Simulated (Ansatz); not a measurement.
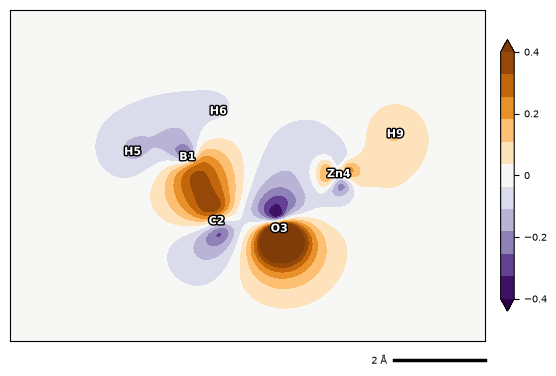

CH₅BOZn (SMILES BC[O][ZnH]). One frontier orbital on the plane of atoms C2, B1 and H6 (values in Å⁻³ᐟ²; the overall sign is arbitrary).

All numbers below come from RKS B3LYP/def2-SVP (Ansatz 0.2.0).

```xyz
9

B     0.1626    0.8439   -0.9964
C     0.5547   -0.5753   -0.5105
O     0.2624   -1.0043    0.7836
Zn   -0.8279   -0.2917    2.0032
H     0.5011    1.2209   -2.0936
H    -0.5346    1.5725   -0.3176
H     0.0519   -1.2213   -1.2876
H     1.6300   -0.7547   -0.7488
H    -1.7118    0.1637    3.1506
```

Q: Which orbital is it: HOMO or LUMO?

A: The HOMO, at −6.67 eV. By Hirshfeld shares it lies mainly on O3 (about 60 %), C2 (about 15 %), B1 (about 10 %), Zn4 (about 10 %) and H7 (about 5 %).
